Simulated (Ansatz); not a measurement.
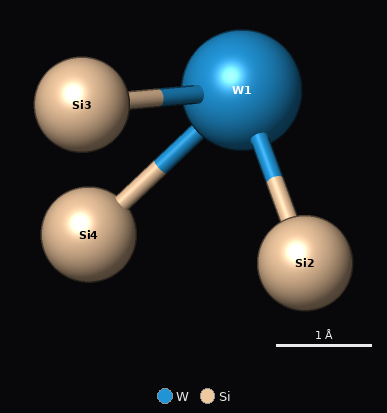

Fig. 1: The input geometry (ball-and-stick view, seen at a tilt; atoms are numbered from 1 in the order of the input). Sticks mark near contacts.

WSi$_{3}$ (charge −1): single-point calculation

WSi$_{3}$, charge −1, multiplicity 2, computed with UKS PBE0-D4/def2-TZVPD (Ansatz 0.2.0).

The geometry comes from this level: PBE0-D4/def2-SVPD.

The program's output:
```
Functional definition: PBE0
  name "PBE0"
  cite "Adamo & Barone, J. Chem. Phys. 110, 6158 (1999) doi:10.1063/1.478522"
  cite "Perdew, Burke & Ernzerhof, Phys. Rev. Lett. 77, 3865 (1996) doi:10.1103/PhysRevLett.77.3865"
  parent pbe
  parameter a = 0.25
  parameter kappa = 0.804
  parameter beta = 0.06672455060314922
  exchange = (1 - a)*pbe_x(kappa = kappa, mu = beta*pi^2/3) + a*exact_x
  correlation = pbe_c(beta = beta)
these checks for a lower state are left out or cut short: starts
1304 factors; their error is unknown
mean field evaluation 1: about -25445.7841 eV, gradient 7.8e1 eV
mean field evaluation 2: about -25447.4485 eV, gradient 2.4e0 eV
mean field evaluation 4: about -25447.5675 eV, gradient 1.4e-1 eV
mean field evaluation 8: about -25447.5682 eV, gradient 1.1e-3 eV
mean field -25447.56822493 eV, -935.1808832850 hartree, gradient 5.1e-6 eV, S^2 0.765004; 0 other end points of the search recorded, 0 dependent functions left out
reference -25447.56825323 eV, -935.1808843247 hartree; 29, 28 occupied and 143, 144 virtual orbitals, 1304 factors
Total energy: -25447.81774020 eV, -935.1900528018 hartree
Checks for a lower state left out: starts
```

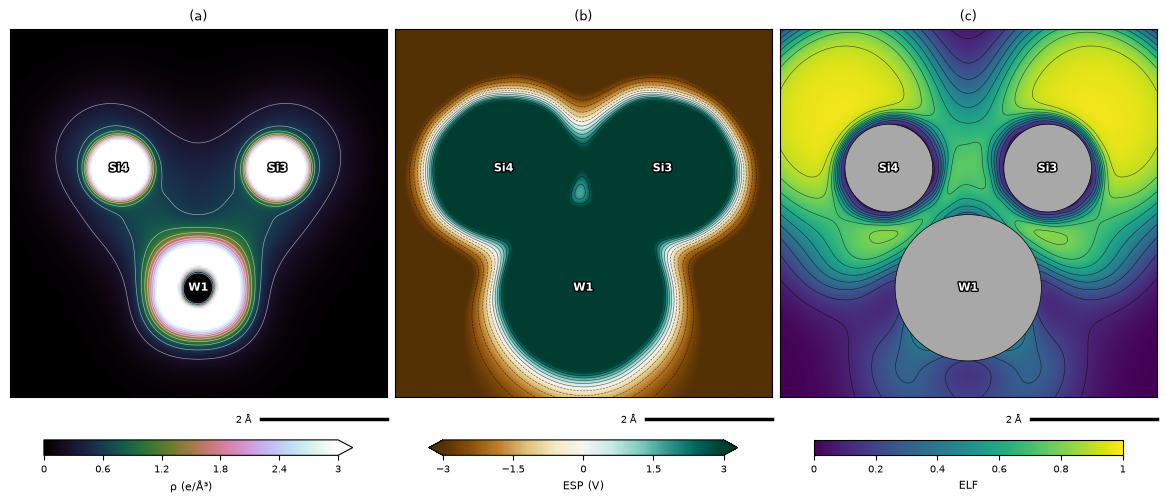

Fig. 2: (a) electron density; (b) molecular electrostatic potential; (c) electron localisation function on the plane of atoms Si3, W1 and Si4. Grey discs, where drawn, cover atomic cores. Atoms in the plane: W and Si. Si–W (2.29 Å): ρ is about 0.8 e/Å³ halfway, with its minimum of 0.7 e/Å³ about 0.8 Å from Si; the ELF peaks at about 0.70 in the valence shell of Si, 1.0 Å from its nucleus, and is about 0.60 at the midpoint.

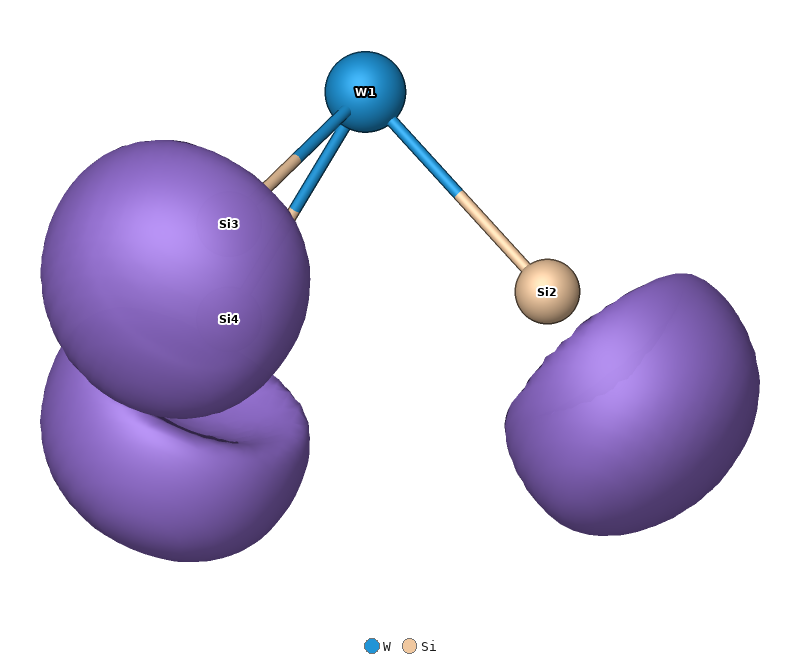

Fig. 3: Isosurface of the ELF at 0.9 (purple), seen from the side. Only the valence region is drawn (cores and ρ < 0.01 e/Å³ removed). Profiles from the grid: Si–W (2.28 Å): the ELF peaks at about 0.70 in the valence shell of Si, 1.0 Å from its nucleus, and is about 0.60 at the midpoint.

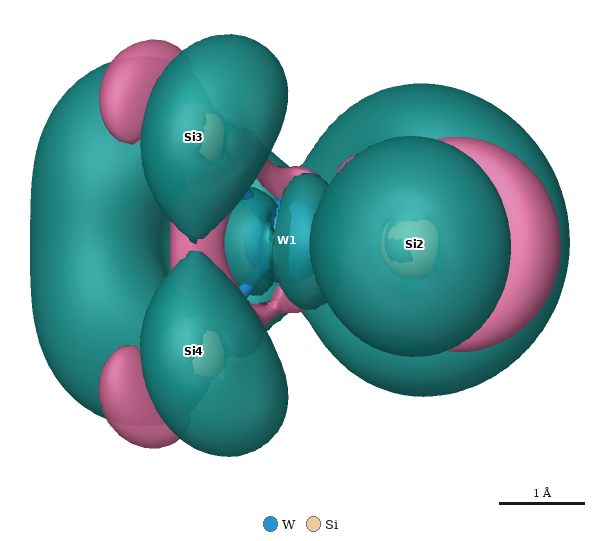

Fig. 4: Isosurfaces of the spin density (α minus β) at +0.005 (teal) and −0.005 e/Å³ (pink), seen face on. The unpaired spin (1 electron) lies mostly on W1 (about 0.5), Si2 (about 0.3), Si3 (about 0.1) and Si4 (about 0.1), in electrons by Hirshfeld's partition.

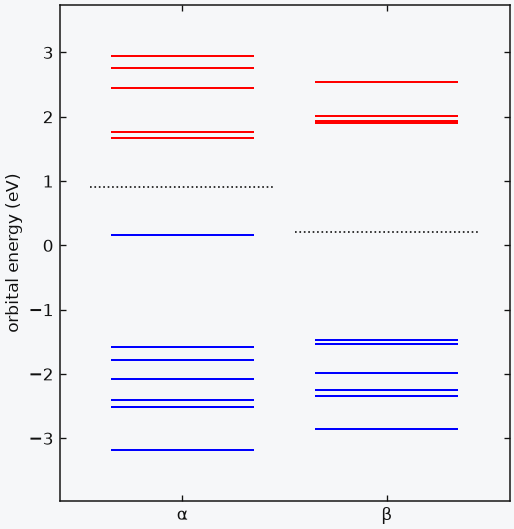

Fig. 5: Orbital energies near the frontier for α and β spins; the dotted line parts filled from empty levels, and levels within 0.02 eV of each other stand side by side. α: highest filled 0.16 eV, lowest empty 1.67 eV, 1.51 eV apart; β: highest filled −1.47 eV, lowest empty 1.90 eV, 3.37 eV apart.

This output came from the following input.

Input:
```yaml
crystal:
  periodic: [false, false, false]
  atoms:
    - {symbol: W, position_ang: [0.260437, -1.165988, 0.234430]}
    - {symbol: Si, position_ang: [-1.742024, -0.087163, 0.183775]}
    - {symbol: Si, position_ang: [0.856830, 0.900065, 1.021939]}
    - {symbol: Si, position_ang: [0.624757, 0.353087, -1.440144]}
basis:
  gaussian: {orbitals: def2-TZVPD, initial_orbitals: start.molden}
total_charge: -1
magnetization: {spin_polarized: true, initial_magnetization: 1}
hamiltonian: {xc: pbe0, dispersion: d4}
scf: {omitted_lower_state_checks: [starts]}
output: {orbitals: {seedname: orbitals}}
```

Run as:
```bash
ansatz run in.yaml --threads 4 --pin off --events-out ev --progress --plain --max-ram 3916MiB
```

Results in brief:

| quantity | value |
| --- | --- |
| outcome | converged |
| total energy | −25447.8177 eV |
| mean-field energy | −25447.5683 eV |
| dispersion energy | −0.2495 eV |
| ⟨S²⟩ | 0.765 |
| SCF solution under orbital rotations | stable |
| HOMO (either spin) | 0.16 eV |
| LUMO (either spin) | 1.67 eV |
| hardware | 4 threads of Arm Neoverse V2, 95 GiB of memory available, shared host |
| wall time | 15 s (CPU time 55 s) |
| peak memory | 0.85 GiB |

Remarks:

The highest filled orbital lies above zero: either the extra electron isn't bound at this level, or the self-interaction error of the functional lifts the level.
